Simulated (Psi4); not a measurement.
# NH2 (SMILES [NH2]): U-wB97M-V/cc-pVTZ

What is the vertical doublet–quartet gap of NH2 at U-wB97M-V/cc-pVTZ? 

The results are computed with Psi4 1.11.

2 further runs of the same task are left out: 2 set aside as unsound or not needed.

### 1 The molecule

The species is NH2 (3 atoms), meant as a doublet with charge 0. SMILES: `[NH2]`. The coordinates come from a GFN2-xTB relaxation.

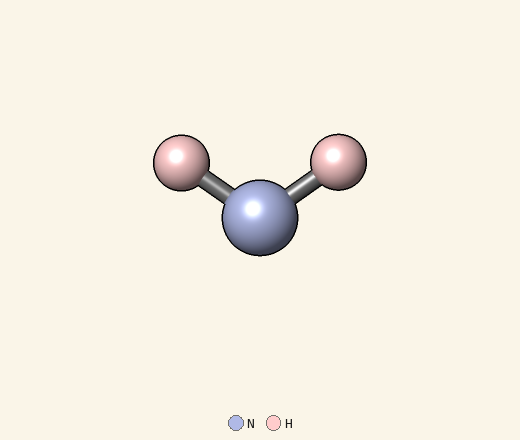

Viewed from a chosen angle; nitrogen light blue, hydrogen pink.

### 2 The energy at U-wB97M-V/cc-pVTZ

Input file input.in:

```
memory 1600 MB

molecule molecule1 {
  0 2
  N      0.58048607    -0.34432700     0.28618012
  H      0.29400359     1.55006675     0.33030523
  H     -0.87448966    -1.20572086    -0.61646646
  units au
  symmetry c1
}

set basis cc-pVTZ
set reference uks
set puream true
set e_convergence 1e-09
set d_convergence 1e-08
set scf_type pk
set dft_radial_points 99
set dft_spherical_points 590
set maxiter 200

energy_value, wavefunction = energy('wb97m-v', return_wfn=True)
```

The run is started by

```bash
$ psi4 -n 1 input.in input.out
```

input.out, shortened:

```text
[...]
  Running in c1 symmetry.
[...]
  Nuclear repulsion =    7.623248643408305
[...]
  Multiplicity = 2
[...]
  Nalpha       = 5
  Nbeta        = 4
[...]
    Number of basis functions: 58
[...]
   @UKS iter   1:   -55.80144654965197   -5.21170e-01   6.70443e-03 ADIIS/DIIS
[...]
   @UKS iter  10:   -55.86856876973793   -7.30438e-12   4.62242e-09 DIIS
[...]
   @S^2 Observed:                7.529163571E-01
[...]
    Orbital Energies [Eh]
    ---------------------
    Alpha Occupied:
       1A    -14.522231     2A     -0.970582     3A     -0.590977
       4A     -0.422828     5A     -0.410031
    Alpha Virtual:
       6A      0.099695     7A      0.163801     8A      0.424803
       9A      0.460496    10A      0.521226    11A      0.542125
      12A      0.612441    13A      0.672815    14A      0.718985
      15A      0.757186    16A      0.833323    17A      1.040820
      18A      1.293124    19A      1.311370    20A      1.395123
      21A      1.454123    22A      1.569894    23A      1.592839
      24A      1.724815    25A      2.300347    26A      2.393857
[...]
  @UKS Final Energy:   -55.86856876973793
   => Energetics <=
    Nuclear Repulsion Energy =              7.6232486434083047
    One-Electron Energy =                 -90.3697460762740548
    Two-Electron Energy =                  32.1634435719499123
    DFT Exchange-Correlation Energy =      -5.3237382006651668
    Empirical Dispersion Energy =           0.0000000000000000
    VV10 Nonlocal Energy =                  0.0382232918430753
    Total Energy =                        -55.8685687697379336
[...]
 Multipole Moments:
 ------------------------------------------------------------------------------------
     Multipole            Electronic (a.u.)      Nuclear  (a.u.)        Total (a.u.)
 ------------------------------------------------------------------------------------
 L = 1.  Multiply by 2.5417464519 to convert [e a0] to [Debye]
 Dipole X            :          0.2280322           -0.8411302           -0.6130980
 Dipole Y            :         -0.1219301            0.4500467            0.3281167
 Dipole Z            :          0.0000000            0.0000000            0.0000000
 Magnitude           :                                                    0.6953774
[...]
```

Run time: 33 s. Hardware: 1 thread of Intel Xeon Platinum 8275CL at 3.00GHz (Skylake/Cascade Lake), shared host; peak memory 0.96 GiB.

### 3 The quartet, same level

Input file input.json:

```json
{
 "schema_name": "qcschema_input",
 "schema_version": 1,
 "molecule": {
  "schema_name": "qcschema_molecule",
  "schema_version": 2,
  "symbols": ["N", "H", "H"],
  "geometry": [0.58048607, -0.344327, 0.28618012, 0.29400359, 1.55006675, 0.33030523, -0.87448966, -1.20572086, -0.61646646],
  "molecular_charge": 0,
  "molecular_multiplicity": 4,
  "fix_symmetry": "c1",
  "fix_com": true,
  "fix_orientation": true
 },
 "driver": "energy",
 "model": {
  "method": "wb97m-v",
  "basis": "cc-pVTZ"
 },
 "keywords": {
  "reference": "uks",
  "puream": true,
  "e_convergence": 1e-09,
  "d_convergence": 1e-08,
  "scf_type": "pk",
  "dft_radial_points": 99,
  "dft_spherical_points": 590,
  "maxiter": 200
 }
}
```

The run is started by

```bash
$ psi4 --qcschema input.json -n 1 --memory 1600MB
```

stdout, shortened:

```text
[...]
  Running in c1 symmetry.
[...]
  Nuclear repulsion =    7.623248643408306
[...]
  Multiplicity = 4
[...]
  Nalpha       = 6
  Nbeta        = 3
[...]
    Number of basis functions: 58
[...]
   @UKS iter   1:   -55.57874509086663   -2.98468e-01   2.77399e-03 ADIIS/DIIS
[...]
   @UKS iter  10:   -55.58998357802138   -2.85638e-12   3.93723e-09 DIIS
[...]
   @S^2 Observed:                3.752745910E+00
[...]
    Orbital Energies [Eh]
    ---------------------
    Alpha Occupied:
       1A    -14.709930     2A     -1.125878     3A     -0.726779
       4A     -0.645787     5A     -0.571461     6A     -0.140694
    Alpha Virtual:
       7A      0.102857     8A      0.343405     9A      0.392591
      10A      0.405029    11A      0.439911    12A      0.526490
      13A      0.571341    14A      0.650427    15A      0.659447
      16A      0.743293    17A      0.974511    18A      1.189104
      19A      1.202333    20A      1.274192    21A      1.337618
      22A      1.428157    23A      1.477576    24A      1.607411
      25A      2.201968    26A      2.287958    27A      2.733903
[...]
  @UKS Final Energy:   -55.58998357802138
   => Energetics <=
    Nuclear Repulsion Energy =              7.6232486434083064
    One-Electron Energy =                 -88.9017795060635763
    Two-Electron Energy =                  30.9065820490784056
    DFT Exchange-Correlation Energy =      -5.2558907531964776
    Empirical Dispersion Energy =           0.0000000000000000
    VV10 Nonlocal Energy =                  0.0378559887519595
    Total Energy =                        -55.5899835780213820
[...]
 Multipole Moments:
 ------------------------------------------------------------------------------------
     Multipole            Electronic (a.u.)      Nuclear  (a.u.)        Total (a.u.)
 ------------------------------------------------------------------------------------
 L = 1.  Multiply by 2.5417464519 to convert [e a0] to [Debye]
 Dipole X            :         -3.0024956            3.4829164            0.4804208
 Dipole Y            :          1.7814868           -2.0659431           -0.2844563
 Dipole Z            :         -1.4802011            1.7170996            0.2368985
 Magnitude           :                                                    0.6064985
[...]
```

The result, in JSON:

```text
{
 "driver": "energy",
 "model": {
  "method": "wb97m-v",
  "basis": "cc-pVTZ"
 },
 "success": true,
 "return_result": -55.58998357802138,
 "properties": {
  "calcinfo_nbasis": 58,
  "calcinfo_nmo": 58,
  "calcinfo_nalpha": 6,
  "calcinfo_nbeta": 3,
  "calcinfo_natom": 3,
  "nuclear_repulsion_energy": 7.623248643408306,
  "return_energy": -55.58998357802138,
  "scf_one_electron_energy": -88.90177950606358,
  "scf_two_electron_energy": 30.906582049078406,
  "scf_vv10_energy": 0.03785598875195945,
  "scf_xc_energy": -5.255890753196478,
  "scf_dipole_moment": [0.48042077580871734, -0.28445629581839316, 0.23689854675703503],
  "scf_total_energy": -55.58998357802138,
  "scf_iterations": 10
 }
}
```

Run time: 35 s. Hardware: 1 thread of Intel Xeon Platinum 8275CL at 3.00GHz (Skylake/Cascade Lake), shared host; peak memory 0.97 GiB.

### 4 Outcome

Level: U-wB97M-V/cc-pVTZ.

| quantity | value |
| --- | --- |
| doublet: total energy | -55.86857 Eh |
| doublet: dipole moment | 1.77 D |
| doublet: HOMO energy (highest over α and β) | -10.71 eV |
| doublet: LUMO energy (lowest over α and β) | -0.24 eV |
| doublet: ⟨S²⟩ | 0.753 |
| quartet: total energy | -55.58998 Eh |
| quartet: dipole moment | 1.54 D |
| quartet: HOMO energy (highest over α and β) | -3.83 eV |
| quartet: ⟨S²⟩ | 3.753 |
| vertical energy of the quartet above the doublet | 7.581 eV |

At this shape the quartet lies 7.58 eV (175 kcal/mol) above the doublet.
